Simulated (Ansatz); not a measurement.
## Electronic structure of CHGaSi$_{2}$ in real space

| atom | x (Å) | y (Å) | z (Å) |
| --- | --- | --- | --- |
| C | -1.1731 | -1.1866 | -2.0153 |
| Ga | 0.6007 | 0.4679 | 0.8244 |
| Si | -1.0854 | 0.4641 | -1.3280 |
| Si | -0.0303 | -1.6895 | -0.7323 |
| H | -1.6894 | -1.6682 | -2.8420 |

Geometry: B3LYP/6-31G*.

Theory: Ansatz 0.2.0, isolated molecule in a Gaussian basis; Kohn-Sham density functional theory, functional PBE0.

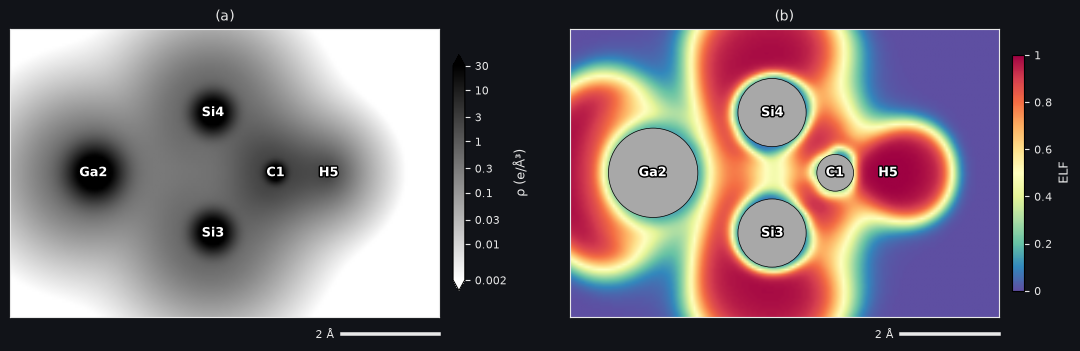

Figure 1. (a) total electron density; (b) electron localisation function on the molecular plane. Grey discs cover the atomic cores in the ELF map.

Q: What does the map show?

A: The section cuts through C, Ga, Si and H sites.
C–Si (1.79 Å): the density is about 0.99 e/Å³ at the midpoint; the ELF peaks at about 0.90 between the atoms: localised, covalent bonding.
Si–Si (2.47 Å): ρ is about 0.43 e/Å³ halfway; the ELF is about 0.45 at the midpoint.
Ga–Si (2.73 Å): the density is about 0.3 e/Å³ at the midpoint; the ELF peaks at about 0.85 in the valence shell of Si, 1.1 Å from its nucleus, and is about 0.70 at the midpoint.
C–H (1.09 Å): ρ at the midpoint is about 2 e/Å³; the ELF climbs to about 1 towards the hydrogen, as it does in any bond to H (a covalent bond by its length).
The ELF also peaks beside Si3 and Si4, away from the bonds: lone-pair regions.

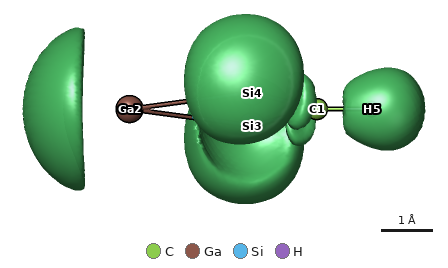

Figure 2. Isosurface of the ELF at 0.85 (green), seen from one side. Only the valence region is drawn (cores and ρ < 0.01 e/Å³ removed).

Q: Describe the localisation domains.

A: At this value the surface marks out two regions between bonded C–Si atoms (shared pairs), one region around a hydrogen nucleus, one lobe on Ga, pointing away from the bonds (lone pairs) and two lobes on Si, pointing away from the bonds (lone pairs).

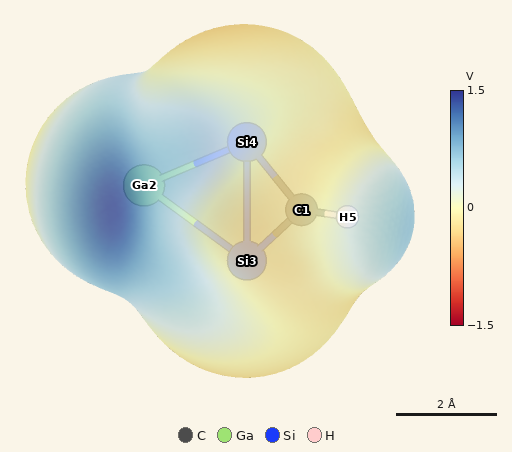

Figure 3. The electrostatic potential painted on the density surface at 0.001 e/bohr³, seen at a tilt; red is negative and blue positive.

Q: Describe the electrostatic potential map.

A: The most negative region (about −0.3 V, or −7 kcal/mol for a unit charge) lies over the π face of C1, the most positive (about +1.4 V, or +32 kcal/mol for a unit charge) over Ga2.

Q: How polar is the molecule by this calculation?

A: Its dipole moment is 0.29 D.
